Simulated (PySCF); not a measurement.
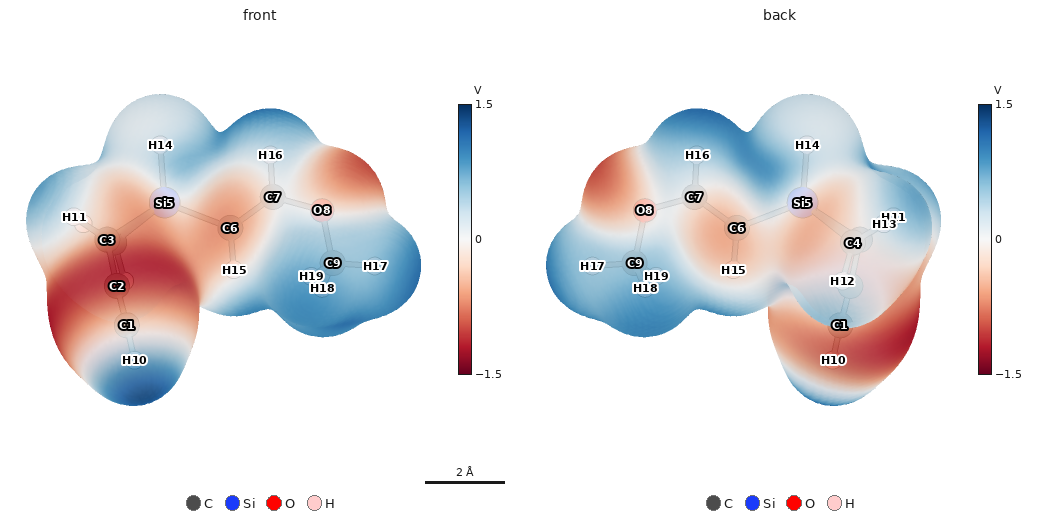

*C$_{7}$H$_{10}$OSi. The molecular electrostatic potential painted on the density surface at 0.002 e/bohr³, seen from the front and from behind; red is negative and blue positive.*

Geometry: PBE0-D3(BJ)/def2-SVP.

Method: PBE0/pcSseg-1, SCF density, gas phase, non-relativistic (PySCF).

Input

```
{"job": {"kind": "nmr", "xc": "PBE0", "basis": "pcSseg-1"}, "charge": 0, "multiplicity": 1}
C      1.141975     0.460396    -2.833418
C      1.618809    -0.133268    -1.886388
C      2.126860    -0.833252    -0.744784
C      1.423222    -2.155353    -0.322556
Si     1.156051    -0.766126     0.872334
C     -0.412722     0.177124     0.903377
C     -0.905564     0.721151     2.033124
O     -2.014258     1.448572     2.179589
C     -2.783393     1.711575     1.034082
H      0.745625     0.978099    -3.686147
H      3.221866    -0.844081    -0.671083
H      0.598698    -2.469545    -0.971805
H      2.096881    -2.980316    -0.066889
H      1.928937    -0.769244     2.141714
H     -0.930369     0.314160    -0.051055
H     -0.404812     0.609256     3.001614
H     -3.628321     2.332664     1.355342
H     -3.165554     0.778491     0.585176
H     -2.196691     2.255747     0.273988
```

Run with:

```sh
OMP_NUM_THREADS=1 python probes_run.py task.json out
```

Question: Describe the electrostatic potential map.

Answer: The most negative region (about −1.2 V) lies over C1 and C2, the most positive (about +1.3 V) over H10.

Question: What dipole moment does the calculation give?

Answer: Its dipole moment is 1.86 D.
